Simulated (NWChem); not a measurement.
**GeH2F2: energy and gradient calculation (part 2 of 2)**

GeH2F2; HF/3-21G, RHF (NWChem 7.3.0). The geometry comes from this level: GFN2-xTB.

Geometry of the input (Å):
```
Ge -0.1323  0.0004  -0.0925
F  -0.0098  -0.0188  1.6236
F  1.5205  0.0112  -0.5698
H  -0.6919  1.3298  -0.4647
H  -0.6865  -1.3227  -0.4966
```

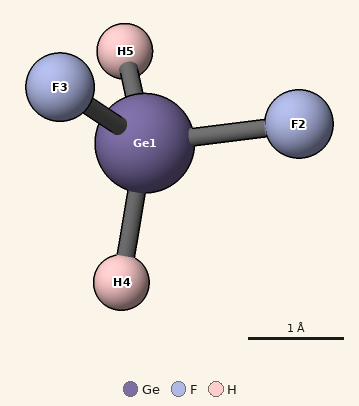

**Figure 1.** The structure (ball-and-stick view, seen at a tilt; atoms are numbered from 1 in the order of the input). Sticks mark near contacts.

**Output, continued**
```
 Vector   20  Occ=2.000000D+00  E=-6.416989D-01
              MO Center=  4.6D-01, -2.7D-03,  3.1D-01, r^2= 2.5D+00
   Bfn.  Coefficient  Atom+Function         Bfn.  Coefficient  Atom+Function
  ----- ------------  ---------------      ----- ------------  ---------------
    30      0.336105  2 F  py                39      0.337032  3 F  py
    26      0.308998  2 F  py                35      0.309795  3 F  py
    12      0.246900  1 Ge py                16      0.192718  1 Ge py

 Vector   21  Occ=2.000000D+00  E=-6.279449D-01
              MO Center=  5.1D-01, -2.5D-03,  3.5D-01, r^2= 2.5D+00
   Bfn.  Coefficient  Atom+Function         Bfn.  Coefficient  Atom+Function
  ----- ------------  ---------------      ----- ------------  ---------------
    40      0.376359  3 F  pz                29      0.337525  2 F  px
    36      0.328286  3 F  pz                25      0.292468  2 F  px
    11      0.178975  1 Ge px                31     -0.168772  2 F  pz
    27     -0.152499  2 F  pz

 Vector   22  Occ=2.000000D+00  E=-6.234837D-01
              MO Center=  7.0D-01, -3.6D-03,  4.9D-01, r^2= 2.3D+00
   Bfn.  Coefficient  Atom+Function         Bfn.  Coefficient  Atom+Function
  ----- ------------  ---------------      ----- ------------  ---------------
    38      0.368318  3 F  px                34      0.328245  3 F  px
    31     -0.304918  2 F  pz                27     -0.272835  2 F  pz
    29     -0.236411  2 F  px                13      0.211638  1 Ge pz
    25     -0.207706  2 F  px

 Vector   23  Occ=2.000000D+00  E=-5.903412D-01
              MO Center=  7.5D-01, -3.8D-03,  5.3D-01, r^2= 2.2D+00
   Bfn.  Coefficient  Atom+Function         Bfn.  Coefficient  Atom+Function
  ----- ------------  ---------------      ----- ------------  ---------------
    30      0.443449  2 F  py                39     -0.442837  3 F  py
    26      0.375972  2 F  py                35     -0.375409  3 F  py

 Vector   24  Occ=2.000000D+00  E=-5.780222D-01
              MO Center=  7.3D-01, -3.7D-03,  5.1D-01, r^2= 2.3D+00
   Bfn.  Coefficient  Atom+Function         Bfn.  Coefficient  Atom+Function
  ----- ------------  ---------------      ----- ------------  ---------------
    40      0.419111  3 F  pz                36      0.362275  3 F  pz
    29     -0.355717  2 F  px                25     -0.309100  2 F  px
    31      0.249610  2 F  pz                27      0.211350  2 F  pz

 Vector   25  Occ=2.000000D+00  E=-5.545933D-01
              MO Center=  2.7D-01, -2.3D-03,  1.9D-01, r^2= 2.9D+00
   Bfn.  Coefficient  Atom+Function         Bfn.  Coefficient  Atom+Function
  ----- ------------  ---------------      ----- ------------  ---------------
    38      0.316310  3 F  px                34      0.267602  3 F  px
    29      0.264962  2 F  px                31      0.240189  2 F  pz
    25      0.220882  2 F  px                42      0.217193  4 H  s
    44      0.218147  5 H  s                 27      0.204415  2 F  pz
    11     -0.189276  1 Ge px                40      0.165589  3 F  pz

 Vector   26  Occ=2.000000D+00  E=-5.073403D-01
              MO Center= -2.6D-01,  2.4D-03, -1.8D-01, r^2= 2.8D+00
   Bfn.  Coefficient  Atom+Function         Bfn.  Coefficient  Atom+Function
  ----- ------------  ---------------      ----- ------------  ---------------
    42      0.417498  4 H  s                 44     -0.417209  5 H  s
    12      0.290050  1 Ge py                30     -0.233226  2 F  py
    39     -0.232992  3 F  py                26     -0.198038  2 F  py
    35     -0.197838  3 F  py                41      0.193959  4 H  s
    43     -0.193607  5 H  s                  8     -0.157558  1 Ge py

 Vector   27  Occ=0.000000D+00  E= 1.458472D-01
              MO Center= -2.7D-01,  1.1D-03, -1.9D-01, r^2= 4.0D+00
   Bfn.  Coefficient  Atom+Function         Bfn.  Coefficient  Atom+Function
  ----- ------------  ---------------      ----- ------------  ---------------
    17      0.851624  1 Ge pz                15     -0.590157  1 Ge px
    28     -0.397984  2 F  s                 37      0.397363  3 F  s
    38     -0.177291  3 F  px                13      0.162728  1 Ge pz

 Vector   28  Occ=0.000000D+00  E= 1.577743D-01
              MO Center= -5.4D-01,  2.5D-03, -3.8D-01, r^2= 3.9D+00
   Bfn.  Coefficient  Atom+Function         Bfn.  Coefficient  Atom+Function
  ----- ------------  ---------------      ----- ------------  ---------------
    15     -0.954166  1 Ge px                14      0.882258  1 Ge s
    42     -0.809282  4 H  s                 44     -0.807337  5 H  s
    17     -0.661499  1 Ge pz                37      0.180743  3 F  s
    28      0.178201  2 F  s                 40      0.161420  3 F  pz
    11     -0.156464  1 Ge px

 Vector   29  Occ=0.000000D+00  E= 2.179009D-01
              MO Center= -4.6D-02, -6.0D-03, -3.1D-02, r^2= 3.4D+00
   Bfn.  Coefficient  Atom+Function         Bfn.  Coefficient  Atom+Function
  ----- ------------  ---------------      ----- ------------  ---------------
    14      1.109030  1 Ge s                 44     -0.711062  5 H  s
    42     -0.703799  4 H  s                 10      0.474194  1 Ge s
    28     -0.369916  2 F  s                 37     -0.369529  3 F  s
    15      0.303477  1 Ge px                 6     -0.255481  1 Ge s
    17      0.212400  1 Ge pz                31      0.206444  2 F  pz

 Vector   30  Occ=0.000000D+00  E= 2.864761D-01
              MO Center=  3.5D-01, -8.7D-05,  2.4D-01, r^2= 5.0D+00
   Bfn.  Coefficient  Atom+Function         Bfn.  Coefficient  Atom+Function
  ----- ------------  ---------------      ----- ------------  ---------------
    16      1.942443  1 Ge py                42     -1.064585  4 H  s
    44      1.061398  5 H  s                 30     -0.225461  2 F  py
    39     -0.225498  3 F  py

 Vector   31  Occ=0.000000D+00  E= 3.482173D-01
              MO Center= -4.7D-01,  5.3D-03, -3.3D-01, r^2= 3.8D+00
   Bfn.  Coefficient  Atom+Function         Bfn.  Coefficient  Atom+Function
  ----- ------------  ---------------      ----- ------------  ---------------
    14      2.050578  1 Ge s                 10     -1.488046  1 Ge s
    11      0.481256  1 Ge px                13      0.335703  1 Ge pz
    28     -0.294328  2 F  s                 37     -0.294225  3 F  s
    15     -0.292243  1 Ge px                42     -0.220886  4 H  s
    44     -0.218798  5 H  s                 17     -0.203574  1 Ge pz

 Vector   32  Occ=0.000000D+00  E= 3.967700D-01
              MO Center= -3.8D-01,  3.0D-03, -2.7D-01, r^2= 3.2D+00
   Bfn.  Coefficient  Atom+Function         Bfn.  Coefficient  Atom+Function
  ----- ------------  ---------------      ----- ------------  ---------------
    12      1.411261  1 Ge py                42     -0.621573  4 H  s
    44      0.618302  5 H  s                 16     -0.405713  1 Ge py
     8     -0.380500  1 Ge py

 Vector   33  Occ=0.000000D+00  E= 5.218443D-01
              MO Center= -1.8D-01,  4.2D-04, -1.1D-01, r^2= 3.2D+00
   Bfn.  Coefficient  Atom+Function         Bfn.  Coefficient  Atom+Function
  ----- ------------  ---------------      ----- ------------  ---------------
    13      1.305715  1 Ge pz                17     -0.920806  1 Ge pz
    11     -0.874740  1 Ge px                15      0.616961  1 Ge px
     9     -0.346682  1 Ge pz                31      0.302381  2 F  pz
    38     -0.279732  3 F  px                 7      0.232279  1 Ge px

 Vector   34  Occ=0.000000D+00  E= 5.234437D-01
              MO Center=  3.9D-01, -2.4D-03,  2.5D-01, r^2= 2.8D+00
   Bfn.  Coefficient  Atom+Function         Bfn.  Coefficient  Atom+Function
  ----- ------------  ---------------      ----- ------------  ---------------
    11      1.144032  1 Ge px                10      0.904797  1 Ge s
    15     -0.799516  1 Ge px                13      0.756404  1 Ge pz
    14     -0.747221  1 Ge s                 17     -0.528497  1 Ge pz
     7     -0.302405  1 Ge px                38      0.281437  3 F  px
    31      0.279482  2 F  pz                 9     -0.199910  1 Ge pz

 Vector   35  Occ=0.000000D+00  E= 1.274295D+00
              MO Center= -7.1D-01, -1.0D-03, -5.0D-01, r^2= 3.2D+00
   Bfn.  Coefficient  Atom+Function         Bfn.  Coefficient  Atom+Function
  ----- ------------  ---------------      ----- ------------  ---------------
    42     -1.354465  4 H  s                 44     -1.358530  5 H  s
    14      1.296277  1 Ge s                 41      0.966949  4 H  s
    43      0.970455  5 H  s                 15     -0.378816  1 Ge px
    17     -0.263947  1 Ge pz                10     -0.236652  1 Ge s
    11      0.163329  1 Ge px

 Vector   36  Occ=0.000000D+00  E= 1.331311D+00
              MO Center= -6.3D-01,  7.9D-03, -4.4D-01, r^2= 3.1D+00
   Bfn.  Coefficient  Atom+Function         Bfn.  Coefficient  Atom+Function
  ----- ------------  ---------------      ----- ------------  ---------------
    42      1.310257  4 H  s                 44     -1.304906  5 H  s
    41     -0.990041  4 H  s                 43      0.986431  5 H  s
    16     -0.959720  1 Ge py                12      0.291664  1 Ge py

 center of mass
 --------------
 x =   0.29080563 y =  -0.00177212 z =   0.20259939

 moments of inertia (a.u.)
 ------------------
         212.820059623707          -1.169531507775          60.956693458808
          -1.169531507775         355.377232649098           2.334559603056
          60.956693458808           2.334559603056         167.943534166104

  Mulliken analysis of the total density
  --------------------------------------

    Atom       Charge   Shell Charges
 -----------   ------   -------------------------------------------------------
    1 Ge  32    30.47   2.00  2.00  5.99  1.99  5.96  0.77  1.35  0.23  0.21  9.97
    2 F    9     9.53   1.98  0.44  2.46  1.54  3.11
    3 F    9     9.53   1.98  0.44  2.46  1.54  3.11
    4 H    1     1.23   0.43  0.81
    5 H    1     1.23   0.43  0.81

       Multipole analysis of the density wrt the origin
       ------------------------------------------------

     L   x y z        total         open         nuclear
     -   - - -        -----         ----         -------
     0   0 0 0     -0.000000      0.000000     52.000000

     1   1 0 0     -1.146477      0.000000     15.089141
     1   0 1 0      0.004403      0.000000     -0.090896
     1   0 0 1     -0.800657      0.000000     10.513226

     2   2 0 0    -22.600011      0.000000     79.694523
     2   1 1 0     -0.022650      0.000000      0.504156
     2   1 0 1      1.146624      0.000000    -24.592350
     2   0 2 0    -20.037685      0.000000     12.578091
     2   0 1 1      0.042342      0.000000     -1.052346
     2   0 0 2    -23.443549      0.000000     97.791348

                              NWChem Gradients Module
                              -----------------------

  wavefunction    =   RHF

                         RHF ENERGY GRADIENTS

    atom               coordinates                        gradient
                 x          y          z           x          y          z
   1 Ge     -0.249973   0.000775  -0.174762   -0.046056   0.000297  -0.032325
   2 F      -0.018444  -0.035546   3.068216    0.003796  -0.000171   0.022220
   3 F       2.873234   0.021184  -1.076860    0.022019   0.000207  -0.004048
   4 H      -1.307539   2.513033  -0.878137    0.010235  -0.004892   0.007082
   5 H      -1.297297  -2.499465  -0.938457    0.010006   0.004559   0.007072

                 ----------------------------------------
                 |  Time  |  1-e(secs)   |  2-e(secs)   |
                 ----------------------------------------
                 |  CPU   |       0.00   |       0.29   |
                 ----------------------------------------
                 |  WALL  |       0.00   |       0.29   |
                 ----------------------------------------

 Task  times  cpu:        1.8s     wall:        1.8s
 Total times  cpu:        1.8s     wall:        1.8s
```

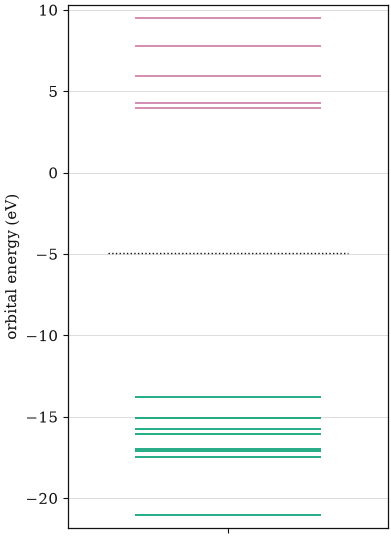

**Figure 2.** Orbital energies near the frontier; the dotted line parts filled from empty levels, and levels within 0.02 eV of each other stand side by side. Highest filled −13.81 eV, lowest empty 3.97 eV, 17.78 eV apart.

**Summary**

- outcome: converged
- total energy: −2264.391070 hartree
- basis functions: 44
- largest force: 2.893 eV/Å
- HOMO: −13.81 eV
- LUMO: 3.97 eV
- dipole moment: 3.55 D
- hardware: 1 thread of AMD EPYC (Zen 5), 16 GiB of memory available, shared host
- wall time: 2.3 s
- peak memory: 0.099 GiB
